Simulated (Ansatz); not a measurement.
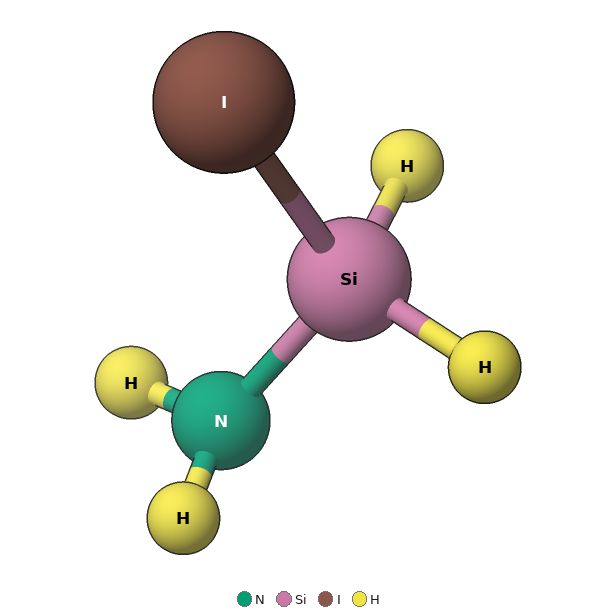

Starting geometry of the run.

Ansatz 0.2.0 input:

```yaml
crystal:
  periodic: [false, false, false]
  atoms:
    - {symbol: N, position_ang: [-0.856471, 0.271571, -0.690247]}
    - {symbol: Si, position_ang: [0.555197, 0.132878, 0.254262]}
    - {symbol: I, position_ang: [0.783038, -1.974201, 1.519773]}
    - {symbol: H, position_ang: [-0.954909, -0.288915, -1.522469]}
    - {symbol: H, position_ang: [-1.747870, 0.397735, -0.236465]}
    - {symbol: H, position_ang: [0.551884, 1.206704, 1.270448]}
    - {symbol: H, position_ang: [1.730530, 0.186129, -0.641004]}
basis:
  gaussian: {orbitals: def2-mTZVP}
hamiltonian: {xc: {name: B97}}
scf: {lower_state_search: off}
output: {forces: true}
```

It was started with:

```sh
ansatz run in.yaml --threads 2 --pin off --events-out ev --progress --plain --max-ram 4352MiB
```

Result:

```
Functional definition: B97
  name "B97"
  cite "Becke, J. Chem. Phys. 107, 8554 (1997) doi:10.1063/1.475007"
  parameter cx = 0.1943
  parameter cx0 = 0.8094
  parameter cx1 = 0.5073
  parameter cx2 = 0.7481
  parameter css0 = 0.1737
  parameter css1 = 2.3487
  parameter css2 = -2.4868
  parameter cos0 = 0.9454
  parameter cos1 = 0.7471
  parameter cos2 = -4.5961
  exchange = spin_sum(e_x_unif_s*poly(b97_u_x, cx0, cx1, cx2)) + cx*exact_x
  correlation = spin_sum(e_c_pw_same_spin*poly(b97_u_same, css0, css1, css2))
      + integral(e_c_pw_opposite_spin*poly(b97_u_opposite, cos0, cos1, cos2))
these checks for a lower state are left out or cut short: stability, starts, cluster_reference, orbital_swaps, neighbouring_geometries, increment
816 factors; integrals over basis functions are off by at most 1.0e-3 eV
mean field evaluation 1: about -17526.4140 eV, gradient 6.0e1 eV
mean field evaluation 2: about -17509.7295 eV, gradient 9.6e1 eV
mean field evaluation 4: about -17532.9729 eV, gradient 3.9e0 eV
mean field evaluation 8: about -17533.0494 eV, gradient 2.2e-1 eV
mean field evaluation 16: about -17533.0495 eV, gradient 1.8e-5 eV
mean field -17533.04951932 eV, -644.3276855071 hartree, gradient 1.1e-6 eV, S^2 0.000000; 0 other end points of the search recorded, 0 dependent functions left out
the calculation of the forces begins
reference -17533.04954254 eV, -644.3276863604 hartree; 25, 25 occupied and 64, 64 virtual orbitals, 816 factors
Total energy: -17533.04954254 eV, -644.3276863604 hartree
Atom 0 at    -0.856471     0.271571    -0.690247 Å, force    -0.076888     0.146839    -0.125825 eV/Å
Atom 1 at     0.555197     0.132878     0.254262 Å, force     0.305682     0.235906     0.062556 eV/Å
Atom 2 at     0.783038    -1.974201     1.519773 Å, force     0.051144    -0.330311     0.207899 eV/Å
Atom 3 at    -0.954909    -0.288915    -1.522469 Å, force    -0.063489    -0.098628    -0.166382 eV/Å
Atom 4 at    -1.747870     0.397735    -0.236465 Å, force    -0.196724     0.016730     0.049667 eV/Å
Atom 5 at     0.551884     1.206704     1.270448 Å, force    -0.003691     0.009387    -0.023959 eV/Å
Atom 6 at     1.730530     0.186129    -0.641004 Å, force    -0.016033     0.020078    -0.003956 eV/Å
Dipole moment:    -0.306082     0.165912    -0.277317 e Å
Checks for a lower state left out: stability, starts, cluster_reference, orbital_swaps, neighbouring_geometries, increment
```

The calculation finished and met its thresholds.
